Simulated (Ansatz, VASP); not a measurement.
**Cross-check of Os (Osmium) between VASP and Ansatz**

Aim: how closely do two programs agree when they are given the same cell, functional and k mesh? The cell is taken from a series of VASP runs on this material, whose earlier steps may have relaxed, scaled or displaced it; both programs get it as it stands. Valence electrons are named where the data sets of a main pair hold unlike numbers.

Method: plane waves, with VASP 6.6.1 beside it; band structure at PBEsol, in Ansatz 0.2.0.

## Step 1: The structure

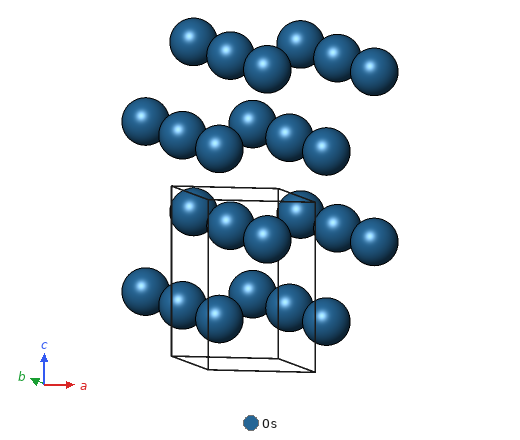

Start, viewed slightly off an axis; osmium blue. 2×3×2 cells are drawn.

## Step 2: Ansatz: band structure, PBEsol

Ansatz runs on its default PAW (the set named soft_2) files.

With cell and atoms fixed, the geometry can't cause a difference; cores, projectors, grids and the points listed under the comparison can.

input.yaml reads:

```yaml
crystal:
  lattice:
    - [2.7293497425, 0.0, 0.0]
    - [-1.3646748713, 2.3636862129, 0.0]
    - [0.0, 0.0, 4.3121492396]
  atoms:
    - { symbol: Os, position: [0.3333333333, 0.6666666667, 0.25] }
    - { symbol: Os, position: [0.6666666667, 0.3333333333, 0.75] }
hamiltonian:
  xc: pbesol
  pseudopotentials: { kind: paw }
kpoints:
  mp_grid: { grid: [11, 11, 6] }
  band_path:
    path:
      - [0.0, 0.0, 0.0]
      - [0.13333, 0.0, 0.0]
      - [0.3, 0.0, 0.0]
      - [0.46667, 0.0, 0.0]
      - [0.46667, 0.06667, 0.0]
      - [0.41111, 0.17778, 0.0]
      - [0.35556, 0.28889, 0.0]
      - [0.28889, 0.28889, 0.0]
      - [0.17778, 0.17778, 0.0]
      - [0.06667, 0.06667, 0.0]
      - [0.0, 0.0, 0.03333]
      - [0.0, 0.0, 0.2]
      - [0.0, 0.0, 0.36667]
      - [0.0, 0.0, 0.5]
      - [0.16667, 0.0, 0.5]
      - [0.3, 0.0, 0.5]
      - [0.46667, 0.0, 0.5]
      - [0.46667, 0.06667, 0.5]
      - [0.41111, 0.17778, 0.5]
      - [0.35556, 0.28889, 0.5]
      - [0.28889, 0.28889, 0.5]
      - [0.17778, 0.17778, 0.5]
      - [0.06667, 0.06667, 0.5]
      - [0.5, 0.0, 0.46667]
      - [0.5, 0.0, 0.3]
      - [0.5, 0.0, 0.13333]
      - [0.33333, 0.33333, 0.0]
      - [0.33333, 0.33333, 0.16667]
      - [0.33333, 0.33333, 0.33333]
      - [0.33333, 0.33333, 0.5]
    npoints: 1
scf:
  occupations: { method: methfessel_paxton, width: 0.2 }
  n_extra_bands: 7
output:
  forces: true
  stress: true
  eigenvalues: true
```

Launch:

```
$ ansatz run input.yaml --threads 2 --pin off --max-ram 4608MiB --backend cpu --events-out ev --progress --plain --runs-dir out
```

Numbers of over 12 decimals in the logs are rounded to 6 here.

Log:

```text
scf.n_extra_bands = 7 over 16 filled bands (N_el = 32.0): the run solves 23 bands
Engine: ansatz 0.2.0, aarch64-unknown-linux-gnu
Pseudopotentials: kind: paw
Pseudopotential: Os, paw, valence charge 16, recommended cutoff 420 eV (normal), Os.paw.azcp
Functional definition: PBEsol
  exchange = pbesol_x
  correlation = pbesol_c
Crystal: 2 atoms, lattice volume = 27.819 Å³
Basis set: ecut = 420 eV, 537 PW (Γ), exchange–correlation on 40×40×60 points (8 copies of the dense FFT grid, shifted against one another)
Bands: 23, of which v1, the nominal top of the filled ones, is band 16 counted from 1 (15 counted from 0)
Symmetry: 24 space group operations
Space group: P63/mmc (ITA 194), of the structure as read, at distance tolerance 3.0e-5 Å
k-points: 64 of 726
Non-local potential: Os, projectors of the file, l = 0: 3, l = 1: 2, l = 2: 2, l = 3: 1
PAW form: soft (Blöchl's): semilocal exchange-correlation on the pseudo side does not see the compensation charge
PAW frozen core: Os, regenerated for the run's functional, and the local potential with it (the file was generated under x = pbe(κ = 0.804, μ = 0.219515), c = pbe(β = 0.066725))
PAW one-centre angular grid: Os, 590 points (default); XC on 64 Gauss nodes
Initial density: superposition of atomic densities (neutral atoms: chi_scale 0, normalization atom), corrected by the library's trained network
Initial wavefunctions: pseudopotential atomic-orbital guess
Functional: x = pbesol(κ = 0.804, μ = 0.123457), c = pbesol(β = 0.046)
SCF iter   1: F=—  HF=-22502.103613 eV  |F-HF|=—  |Δ(HF+E_count)|=         —  Δρ=1.07e-2  dr2=1.43e-2  ethr=1.77e-3  ⟨swp⟩=4.9  Hψ=6042  notcnv=0
preconditioner: auto → none  [metal: Δε(μ)=0.069 eV  Ē_g=11.019 eV  σ=0.200 eV  W_gap=0.28  n_scr=8 (ndim 8)  ℏωp=28.2 eV  f_vac=0.000  D(μ)=1.79/eV (n_scr^D=22)  sad-step TF]
SCF iter   2: F=—  HF=-22502.103043 eV  |F-HF|=—  |Δ(HF+E_count)|=   5.71e-4  S|Δr|=    0.00e0  Δρ=6.12e-3  dr2=4.65e-3  ethr=4.48e-5  ⟨swp⟩=1.0  Hψ=2000  notcnv=0
SCF iter   3: F=—  HF=-22502.102805 eV  |F-HF|=—  |Δ(HF+E_count)|=   2.37e-4  S|Δr|=    0.00e0  Δρ=2.54e-4  dr2=9.77e-6  ethr=1.45e-5  ⟨swp⟩=2.0  Hψ=1838  notcnv=0
SCF iter   4: F=—  HF=-22502.102824 eV  |F-HF|=—  |Δ(HF+E_count)|=   1.89e-5  S|Δr|=    0.00e0  Δρ=4.03e-5  dr2=2.66e-7  ethr=3.05e-8  ⟨swp⟩=2.2  Hψ=2058  notcnv=0
SCF iter   5: F=-22502.102824 eV  HF=-22502.102824 eV  |F-HF|=1.16e-10  |Δ(HF+E_count)|=   5.20e-8  S|Δr|=    0.00e0  Δρ=3.65e-6  dr2=1.00e-9  ethr=3.13e-10  ⟨swp⟩=7.2  Hψ=6031  notcnv=0
SCF 1 converged in 5 iterations: F = -22502.102824 eV  dr2 = 1.00e-9
  greatest PAW one-centre occupation: 1.000 electrons in one spin orbital (limit 2), on the Os atom at site 1 (counted from 0), in its partial waves of l = 0
NSCF: frozen V_eff on 30 k-points
SCF converged after 5 iterations
Stability not checked: this state was not tested for a lower state beside it, because cold or Methfessel-Paxton smearing, or corrected tetrahedra, fill the levels in a way that the test cannot read (fill_not_monotonic; see scf.lower_state_search)
Free energy (F): -22502.102824 eV
Harris-Foulkes:  -22502.102824 eV  (|F-HF|=1.16e-10)
Internal energy: -22502.100204 eV  (E = F + TS)
E sigma→0 (E₀):  -22502.102169 eV
Entropy (-TS):   -0.002621 eV (-1.310 meV/atom)
Fermi energy:    25.968088 eV
--- Per-component energies (eV) ---
  E_band       = -130.059766
  E_kinetic    = 1124.832688
  E_local      = -1560.767548  (includes V_loc(G=0)·N_el)
  E_nonlocal   = 2.731586
  E_hartree    = 647.744428
  E_xc         = -530.901425
  E_vxc        = -568.105793  (∫ρ·V_xc dr)
  E_paw        = -17759.949908  (= ΣΔE_a)
  E_vpaw       = -424.238481  (= ΣTr[D̂ρ^β])
  E_aug_tail   = -0.000161  (compensation charges beyond the density's cutoff)
  E_ewald      = -4426.285730
  E_core_change = 0.495866  (= ΣΔE_core)
  E_smearing   = -0.002621  (= −TS)
  E_closure    = 0.000000  (closes the sum)
  Σ components = -22502.102824   (vs F -22502.102824, Δ=0.00e0)
--- Forces (eV/Å), atoms counted from 1 ---
  atom   1  Os     0.00000000     0.00000000     0.00000000
  atom   2  Os     0.00000000    -0.00000000     0.00000000
  max |Σ_I F_I| component: 1.85e-17 eV/Å
--- Stress (GPa, compression-positive) ---
       -0.551341      -0.000000      -0.000000
        0.000000      -0.551341       0.000000
       -0.000000       0.000000      -0.306291
  P = ⅓ Tr σ = -0.4697 GPa (-4.697 kbar)
--- Band table (eV; the first three rows and the last of 64) ---
  k-point 0: bands = [... 12 lower, 23.1850, 23.7841, 23.7841, 24.4431, 24.4431, 26.0141, 27.7340, 27.7340, ... 3 higher]
  k-point 1: bands = [... 12 lower, 22.9867, 23.5649, 23.5649, 24.9339, 24.9339, 24.9826, 27.7672, 27.7672, ... 3 higher]
  k-point 2: bands = [... 12 lower, 22.6052, 23.1122, 23.1122, 23.2566, 25.9312, 25.9312, 27.5996, 27.5996, ... 3 higher]
  k-point 63: bands = [... 12 lower, 22.5343, 22.5343, 24.7099, 24.7099, 27.7668, 27.7668, 33.7255, 33.7255, ... 3 higher]
```

It took 2 s on 2 threads of Arm Neoverse V1, shared host; peak memory 0.3 GiB; 2.7 s of CPU time.

## Step 3: VASP: band structure, PBEsol

The same cell, functional, mesh and smearing now go to VASP, with its own data sets.

Lines of VASP's logs that name or quote its potential files are left out, and so is its time.

INCAR reads:

```
SYSTEM = Os
PREC = Accurate
ENCUT = 400
EDIFF = 1E-06
NELM = 100
ISMEAR = 1
SIGMA = 0.2
LREAL = .FALSE.
ALGO = Normal
GGA = PS
NBANDS = 20
LORBIT = 11
LWAVE = .FALSE.
LCHARG = .FALSE.
KPAR = 2
```

POSCAR reads:

```
Os
1.0
    2.7293497425      0.0000000000      0.0000000000
   -1.3646748713      2.3636862129      0.0000000000
    0.0000000000      0.0000000000      4.3121492396
Os
2
Direct
    0.3333333333      0.6666666667      0.2500000000
    0.6666666667      0.3333333333      0.7500000000
```

KPOINTS reads:

```
Automatic mesh
0
Gamma
11 11 6
0 0 0
```

KPOINTS_OPT reads:

```
Line mode
16
Line-mode
Reciprocal
  0.00000000   0.00000000   0.00000000 GAMMA
  0.50000000   0.00000000   0.00000000 M

  0.50000000   0.00000000   0.00000000 M
  0.33333333   0.33333333   0.00000000 K

  0.33333333   0.33333333   0.00000000 K
  0.00000000   0.00000000   0.00000000 GAMMA

  0.00000000   0.00000000   0.00000000 GAMMA
  0.00000000   0.00000000   0.50000000 A

  0.00000000   0.00000000   0.50000000 A
  0.50000000   0.00000000   0.50000000 L

  0.50000000   0.00000000   0.50000000 L
  0.33333333   0.33333333   0.50000000 H

  0.33333333   0.33333333   0.50000000 H
  0.00000000   0.00000000   0.50000000 A

  0.50000000   0.00000000   0.50000000 L
  0.50000000   0.00000000   0.00000000 M

  0.33333333   0.33333333   0.00000000 K
  0.33333333   0.33333333   0.50000000 H
```

The projector-augmented-wave data sets are Os (PBE family, release 64).

Launch:

```
$ mpirun -np 2 vasp_std
```

Log:

```text
[banner, memory and clock lines left out]
running    2 mpi-ranks, on    1 nodes
 distrk:  each k-point on    1 cores,    2 groups
 distr:  one band on    1 cores,    1 groups

 POSCAR found type information on POSCAR Os
 POSCAR found :  1 types and       2 ions
|                                                                             |
|               ----> ADVICE to this user running VASP <----                  |
|                                                                             |
|     You enforced a specific xc type in the INCAR file but a different       |
|     [... a line on the potential file left out ...]
|     I HOPE YOU KNOW WHAT YOU ARE DOING!                                     |
|                                                                             |

 LDA part: xc-table for (Slater+PW92), standard interpolation
 POSCAR, INCAR and KPOINTS ok, starting setup
 FFT: planning ... GRIDC
 FFT: planning ... GRID_SOFT
 FFT: planning ... GRID
 WAVECAR not read
 entering main loop
       N       E                     dE             d eps       ncg     rms          rms(c)
DAV:   1     0.834840819323E+02    0.83484E+02   -0.60044E+03  2584   0.620E+02
DAV:   2    -0.229376544529E+02   -0.10642E+03   -0.91055E+02  2756   0.231E+02
DAV:   3    -0.259983032153E+02   -0.30606E+01   -0.30228E+01  3076   0.350E+01
DAV:   4    -0.260088048487E+02   -0.10502E-01   -0.10499E-01  2792   0.218E+00
DAV:   5    -0.260088565653E+02   -0.51717E-04   -0.51717E-04  2976   0.154E-01    0.247E+01
DAV:   6    -0.248155619548E+02    0.11933E+01   -0.63086E-01  3212   0.630E+00    0.109E+01
DAV:   7    -0.244771728286E+02    0.33839E+00   -0.45898E-01  3340   0.500E+00    0.750E-01
DAV:   8    -0.244717294078E+02    0.54434E-02   -0.76157E-03  2744   0.553E-01    0.527E-01
DAV:   9    -0.244676635489E+02    0.40659E-02   -0.18642E-03  2876   0.355E-01    0.410E-02
DAV:  10    -0.244676525582E+02    0.10991E-04   -0.95840E-05  3372   0.722E-02    0.124E-02
DAV:  11    -0.244676400361E+02    0.12522E-04   -0.38455E-06  2804   0.159E-02    0.423E-03
DAV:  12    -0.244676393273E+02    0.70880E-06   -0.11471E-07  1516   0.298E-03
   1 F= -.24467639E+02 E0= -.24466789E+02  d E =-.255094E-02
 Start KPOINTS_OPT (optional k-point list driver)
k-point batch [1-64\144]
       N       E                     dE             ncg
DAV:   1     0.127865854768E+05   -0.10211E+05     2576
DAV:   2     0.567159823321E+04   -0.71150E+04     2796
DAV:   3     0.545296968649E+04   -0.21863E+03     3132
DAV:   4     0.545216530555E+04   -0.80438E+00     2836
DAV:   5     0.545216000784E+04   -0.52977E-02     3064
DAV:   6     0.545215996012E+04   -0.47718E-04     2932
DAV:   7     0.545215995969E+04   -0.42808E-06     2556
[...]
k-point batch [129-144\144]
       N       E                     dE             ncg
DAV:   1     0.319092755324E+05   -0.79434E+04      640
DAV:   2     0.302508224951E+05   -0.16585E+04      696
DAV:   3     0.301946941148E+05   -0.56128E+02      736
DAV:   4     0.301945039594E+05   -0.19016E+00      712
DAV:   5     0.301945027427E+05   -0.12167E-02      720
DAV:   6     0.301945027327E+05   -0.99551E-05      708
DAV:   7     0.301945027327E+05   -0.78820E-07      596
```

Parts of OUTCAR (step 3):

```text
ion  position               nearest neighbor table
   1  0.333  0.667  0.250-   2 2.67   2 2.67   2 2.67   2 2.67   2 2.67   2 2.67
   2  0.667  0.333  0.750-   1 2.67   1 2.67   1 2.67   1 2.67   1 2.67   1 2.67

  LATTYP: Found a hexagonal cell.
 ALAT       =     2.7293497425
 C/A-ratio  =     1.5799181660

 Subroutine GETGRP returns: Found 24 space group operations
 (whereof 12 operations were pure point group operations)

The static configuration has the point symmetry D_3d.
 The point group associated with its full space group is D_6h.

 Found     64 irreducible k-points:

   k-points           NKPTS =     64   k-points in BZ     NKDIM =     64   number of bands    NBANDS=     20

   dimension x,y,z NGX =    18 NGY =   18 NGZ =   28
   dimension x,y,z NGXF=    36 NGYF=   36 NGZF=   56

   ENCUT  =  400.0 eV  29.40 Ry    5.42 a.u.   4.45  4.45  7.03*2*pi/ulx,y,z

   NELECT =      16.0000    total number of electrons

 k-points in reciprocal lattice and weights: Automatic mesh
   0.00000000  0.00000000  0.00000000       0.001
   0.09090909  0.00000000  0.00000000       0.008
   0.18181818  0.00000000  0.00000000       0.008
   0.27272727 -0.00000000  0.00000000       0.008
   0.36363636 -0.00000000  0.00000000       0.008
   0.45454545 -0.00000000  0.00000000       0.008
   0.09090909  0.09090909  0.00000000       0.008
   0.18181818  0.09090909  0.00000000       0.017
   0.27272727  0.09090909  0.00000000       0.017
[...]
0.27272727  0.27272727  0.50000000       0.008
   0.36363636  0.27272727  0.50000000       0.008

 average (electrostatic) potential at core
       1 -43.0170       2 -43.0170

 E-fermi :   9.3419

 k-point     1 :       0.0000    0.0000    0.0000
  band No.  band energies     occupation
    ...
      6       7.1553      2.00000
      7       7.1553      2.00000
      8       7.8151      2.00000
      9       7.8151      2.00000
     10       9.3865      0.63299
     11      11.1016     -0.00000
     12      11.1016     -0.00000
     13      18.5004      0.00000
     14      23.4283      0.00000
     15      26.1676      0.00000
    ...

 k-point     2 :       0.0909    0.0000    0.0000
  band No.  band energies     occupation
    ...
      6       7.0756      2.00000
      7       7.3307      2.00000
      8       7.4327      2.00000
      9       7.5820      2.00000
     10       8.3315      2.00000
     11      11.2626     -0.00000
     12      12.7307     -0.00000
     13      18.4700      0.00000
     14      24.1114      0.00000
     15      26.5931      0.00000
    ...

 k-point     3 :       0.1818    0.0000    0.0000
  band No.  band energies     occupation
    ...
      6       7.0569      2.00000
      7       7.4586      2.00000
      8       7.7350      2.00000
      9       7.8220      2.00000
     10       8.2284      2.00000
     11      11.5891     -0.00000
     12      15.1314      0.00000
     13      18.2856      0.00000
     14      25.2079      0.00000
     15      26.8066      0.00000
    ...

  Total       -0.0126507     -0.0126507      0.0125586      0.0000000      0.0000000      0.0000000
  in kB       -0.7285906     -0.7285906      0.7232869      0.0000000      0.0000000      0.0000000
  external PRESSURE =      -0.2446315 kB  Pullay stress =       0.0000000 kB

  energy-cutoff  :      400.00
  volume of cell :       27.82
      direct lattice vectors                 reciprocal lattice vectors
     2.729349743  0.000000000  0.000000000     0.366387636  0.211534000  0.000000000
    -1.364674871  2.363686213  0.000000000     0.000000000  0.423068001  0.000000000
     0.000000000  0.000000000  4.312149240     0.000000000  0.000000000  0.231902920

 POSITION                                       TOTAL-FORCE (eV/Angst)
 -----------------------------------------------------------------------------------
     -0.00000      1.57579      1.07804        -0.000000      0.000000      0.000000
      1.36467      0.78790      3.23411         0.000000     -0.000000      0.000000
 -----------------------------------------------------------------------------------
    total drift:                               -0.000000      0.000000     -0.000000

  FREE ENERGIE OF THE ION-ELECTRON SYSTEM (eV)
  ---------------------------------------------------
  free  energy   TOTEN  =       -24.4676393273 eV

  energy  without entropy=      -24.4650883859  energy(sigma->0) =      -24.46678901

 total charge
# of ion       s       p       d       tot
------------------------------------------
    1        0.665   0.797   6.045   7.506
    2        0.665   0.797   6.045   7.506
--------------------------------------------------
tot          1.330   1.593  12.089  15.012

[... 3 further parts left out ...]
```

The k-mesh is coarse for a metal. Spin-orbit coupling is off here; with elements this heavy it splits and shifts levels by tenths of an eV or more. The PAW data sets were made with PBE, which is usual practice but a small mismatch for other functionals.

## Step 4: Side by side

Known differences besides the potentials themselves: the data sets hold 32 valence electrons in Ansatz (on its default PAW (the set named soft_2) files) and 16 in VASP; the cutoff is 420 eV in Ansatz and 400 eV in VASP; Ansatz makes its cores anew for this functional, VASP keeps those of its PBE data sets; VASP leaves aspherical gradient terms in its spheres out (LASPH is not set), Ansatz keeps them. Total energies have different zeros and are not compared.

Both answers:

```csv
quantity,Ansatz,VASP,difference
pressure (GPa),-0.47,-0.02,-0.45
pressure without Ansatz's Pulay correction (GPa),-0.54,-0.02,-0.52
```

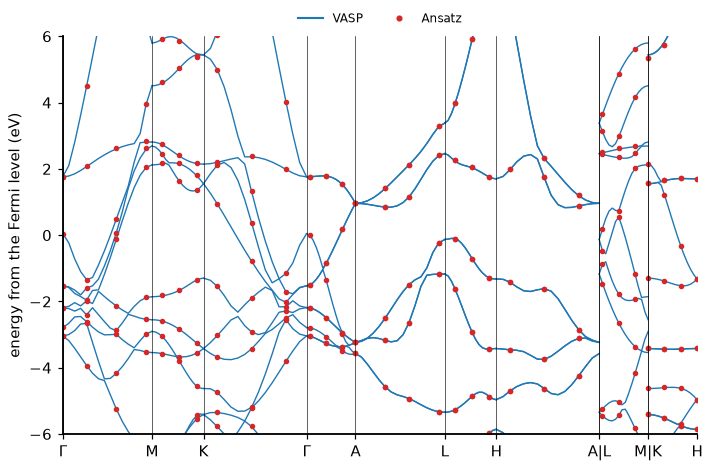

Bands from VASP (lines) and levels from Ansatz (dots). Dots without a line are higher empty bands that the VASP plot leaves out.

Levels from 3 eV below to 2 eV above the Fermi level differ by 7 meV r.m.s. and 18 meV at most; each VASP level is matched to the nearest of Ansatz, which flatters the figure a little. Ansatz's pressure holds a Pulay correction of 0.07 GPa; VASP's holds none.

## Step 5: Outcome

| Quantity | Value |
| --- | --- |
| r.m.s. difference of levels near the Fermi level (band structure, PBEsol) | 6.6 meV |

In words: The r.m.s. difference of levels near the Fermi level is 6.6 meV (band structure, PBEsol), within the 80 meV picked in this series as the mark of a large difference. The data sets hold unlike numbers of valence electrons (32 in Ansatz and 16 in VASP), so part of the differences comes from the potentials. How closely two codes agree says nothing of how well the functional describes the real material.

[Lines on the potential files, build, host, timing and source positions are cut from VASP's logs without a mark.]

[Logs are printed without paths, hosts, clocks, repeated set-up lines and the standing remarks that a program may print on its own settings, such as how far it seeks lower states.]

[Hosts, paths, dates, database ids (printed as entryN), source tags and the programs' standing remarks are cut or masked in the printed files.]
